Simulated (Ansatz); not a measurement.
One crystal and one scan (scan of one atom of the cell) at two levels, PBE (plane waves to 420 eV, PAW, scalar-relativistic; Ansatz, an electronic-structure program) and r2SCAN (plane waves to 500 eV, PAW, scalar-relativistic; Ansatz), each from its own relaxed cell and on its own mesh. The cell shown is that of PBE.

Starting cell, AlNi (CsCl type):

```yaml
crystal:
  lattice:
    - [2.89304, 0.00000, 0.00000]
    - [0.00000, 2.89304, 0.00000]
    - [0.00000, 0.00000, 2.89304]
  atoms:
    - { symbol: Al, position: [0.00000, 0.00000, 0.00000] }
    - { symbol: Ni, position: [0.50000, 0.50000, 0.50000] }
```

Scan: atom 1 (Al, nearest neighbour Ni at 2.505 Å; its periodic images, 2.9 Å or more away, move with it) is displaced along Cartesian [111], direction (0.577, 0.577, 0.577) in Cartesian axes, by s. The other atoms stay.

The energy includes the smearing's −TS. AlNi is run without spin polarisation. AlNi was relaxed with its symmetry unable to fall. (PBE) Left out: 2 of 11 points, with atoms too close for the PAW data. (r2SCAN) Left out: 2 of 11 points, with atoms too close for the PAW data. With partly filled bands, energies and forces of such displacements shift with the k mesh and the smearing. Percentages come from the unrounded values.

| quantity | PBE | r2SCAN | PBE − r2SCAN |
|---|---|---|---|
| Lattice constant a (Å) | 2.893 | 2.863 | +0.030 (+1.0 %) |
| Force constant k = d²E/ds² at s = 0 (finite differences) (eV/Å²) | 5.64 | 6.45 | -0.81 (-13 %) |
| Zone-centre optical wavenumber from k (cm⁻¹) | 288 | 308 | -20 (-6.5 %) |

PBE gives the higher value for: lattice constant a. PBE gives the lower value for: force constant k = d²E/ds² at s = 0; zone-centre optical wavenumber from k. Both give the same shape of the curve: a single well with its minimum at or next to zero displacement. Neither level is exact: the differences show how much the result hangs on the functional.

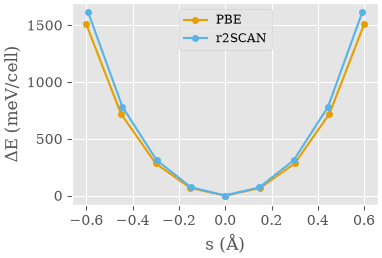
Figure. ΔE, each from the undisplaced structure of its own level.

(For displaced atoms, the force is minus the slope of the energy, and its curvature is a force constant, which sets phonon frequencies.)
